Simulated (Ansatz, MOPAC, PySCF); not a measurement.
Dissociation curve of BrBe (cation, charge +1), lowest singlet found (which spin is the ground state isn't settled by this scan).

Methods: FCI = full CI/cc-pVDZ, cores with 3d frozen (Ansatz, a first-principles code); UKS-B3LYP/LANL2DZ = unrestricted B3LYP/LANL2DZ, with its core potentials past Ne (PySCF 2.14.0); PM3, restricted, heats of formation (MOPAC).

Energies are in kJ/mol, each relative to the lowest point of its own curve between 1.55 and 2.33 Å, where full CI is lowest.

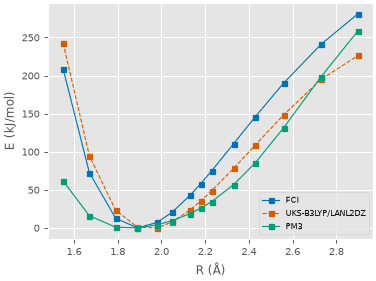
*Energy against bond length for each method.*

```csv
R / Å,FCI,UKS-B3LYP/LANL2DZ,PM3
1.55,208.7,242.7,61.5
1.67,72.6,94.8,16.0
1.79,12.8,23.1,0.9
1.89,0.0,0.9,0.0
1.98,7.1,0.0,4.1
2.05,20.9,7.9,9.6
2.13,42.6,23.4,18.6
2.18,58.3,35.5,25.9
2.23,75.1,48.9,34.6
2.33,110.5,78.2,56.8
2.43,146.2,109.0,85.7
2.56,190.5,148.8,131.8
2.73,241.0,195.0,198.4
2.90,281.4,226.4,259.1
```

At the longest distance, 2.90 Å, FCI lies highest above its minimum (281.4 kJ/mol) and UKS-B3LYP/LANL2DZ lowest (226.4 kJ/mol).

The scan ran from 1.55 to 7.40 Å; beyond the distances shown full CI changes its symmetry label. The unrestricted determinant behind UKS-B3LYP/LANL2DZ is spin-contaminated at 2.73 to 2.90 Å (<S²> up to 0.7, against 0.00 for a pure singlet). The restricted form behind PM3 keeps the bonding electrons paired and can't separate into open-shell fragments.
